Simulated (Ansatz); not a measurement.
**CoSi2 (Fm-3m): the Drude term of Re ε in the infrared**

Re ε of CoSi2 (Fm-3m) at low photon energies is read from one computed spectrum; the carriers' damping was typed as γ = 0.05 eV.

Symmetry: Fm-3m, No. 225, cubic system. The conventional cell has a = 5.356 Å, b = 5.356 Å, c = 5.356 Å, α = 90.00°, β = 90.00°, γ = 90.00°. Co on site a has 8 Si at 2.32 Å as nearest neighbours. Around Si on site c lie 4 Co at 2.32 Å.

Method: Ansatz 0.2.0, PBE, independent particles, k-mesh 14×14×14 with interpolation inside its cells, Gaussian parameter 0.1 eV.

Launch of the response step: `ansatz run input.yaml --threads 4 --pin off --max-ram 8192MiB --backend cpu --events-out ev --progress --plain --runs-dir out`. The run took 15 s, on 4 threads of Arm Neoverse V1 (shared host).

| photon energy E (eV) | wavelength (µm) | Re ε |
| --- | --- | --- |
| 0.25 | 4.96 | -570.8 |
| 0.30 | 4.13 | ? |
| 0.35 | 3.54 | -281.1 |
| 0.40 | 3.10 | -211.7 |
| 0.50 | 2.48 | -135.2 |
| 0.60 | 2.07 | -105.2 |
| 0.70 | 1.77 | -85.8 |

A Drude term over a constant background gives Re ε = ε_b − ωp²/(E² + γ²), linear in 1/(E² + γ²).

Working, on the rows shown:

| x = 1/(E² + γ²) (eV⁻²) | y = Re ε |
| --- | --- |
| 15.3846 | -570.8 |
| 8 | -281.1 |
| 6.15385 | -211.7 |
| 3.9604 | -135.2 |
| 2.75862 | -105.2 |
| 2.03046 | -85.8 |

Means: x̄ = 6.3813, ȳ = -231.63. Σ(x − x̄)(y − ȳ) = -4464, Σ(x − x̄)² = 121.6. Slope = -4464 / 121.6 = -36.7; intercept = ȳ − slope · x̄ = 2.5508. The line misses the rows shown by at most 14.

Q: Predict the last column of the withheld row from the fit.

A: At x = 10.811 the line gives y = -394.19. The run gave -390.1, so the interpolation is off by 4.1, 0.8 % of the range in the table.

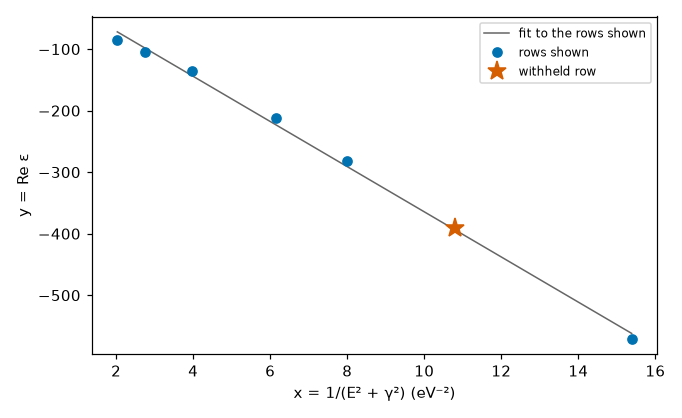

Refitted with all rows, the slope is -36.59 and the intercept 2.3486. These give ωp = √(−slope) = 6.05 eV, against 6.34 eV from the program's Fermi-surface sum, and an intercept of 2.3. Taking the program's Drude term off the rows leaves 47 at the lowest energy and -4 at the highest, so the background isn't constant: interband transitions lie in or near the window, and neither fitted number can be trusted. The cell comes from an older database entry, whose edges can be off by a per cent or so. The values come from a sum over the points of one k-mesh and carry its error, which is largest for Fermi-surface quantities.
